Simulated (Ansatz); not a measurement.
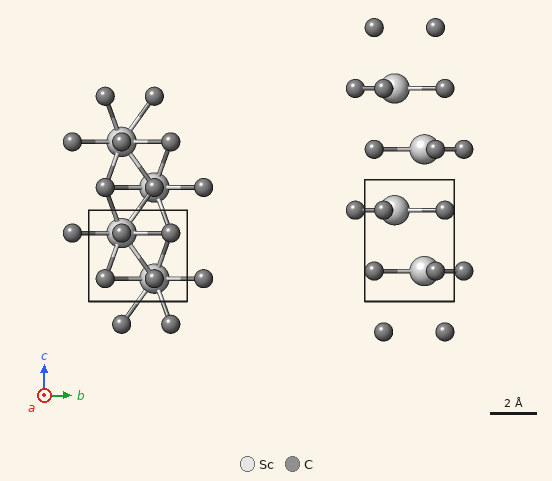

Two geometries of a crystal of ScC3 (built on the Ni3Sn (D0_19)_194 type) (coarse preliminary run), drawn at one scale. One is the start of a relaxation, the other its converged end. A ball-and-stick model of the cell of the calculation, repeated 1 × 1 × 2 with one cell outlined, seen along the a axis.

Computed with DFT PBE, scalar-relativistic, plane waves, PAW (Ansatz 0.2.0). Set-up: plane-wave cutoff 420 eV; k-point mesh 6 × 6 × 4; occupations gaussian; smearing width 0.1 eV; no spin polarisation; cell and atoms relaxed; force threshold 0.04 eV/Å; at most 70 steps.

Question: Which one is relaxed?

Answer: The right one is the relaxed one. Case: Ni3Sn (D0_19) type (P6_3/mmc, No. 194). Over 14 accepted moves (17 points after the start) the energy falls by 1376 meV per atom. Largest force component: 1.1 eV/Å at the start, 0.011 eV/Å at the end. The pressure goes from −16.32 to 0.03 GPa. The line search rejected the trial step at point 10 of the run. The SCF was repeated twice at an unchanged geometry on a basis and grid sized afresh for the cell, which shifted the energy by 32.2 meV per atom at most. The largest moves relative to the cell, 0.48 Å, are those of C atoms. Sc stays in place. Cell: a = b 4.968 → 4.522 Å (−9.0 %), c 3.988 → 5.322 Å (+33.5 %). Volume +10.5 %. Among the contacts that change: C–C 2.489 → 1.428 Å, C–Sc 2.454 → 3.205 Å, C–Sc 2.484 → 2.311 Å. New bonds form: C–C (2.49 → 1.43 Å). Bonds break: C–Sc (2.45 → 3.20 Å). Bond angles that change, for instance: C–Sc–C 59.9° → 84.0°, C–Sc–C 179.9° → 156.0°, Sc–C–Sc 179.9° → 156.0°. The space group stays P6_3/mmc (No. 194).

Limits of the set-up: the k-point mesh is coarse for a cell with partly filled bands.
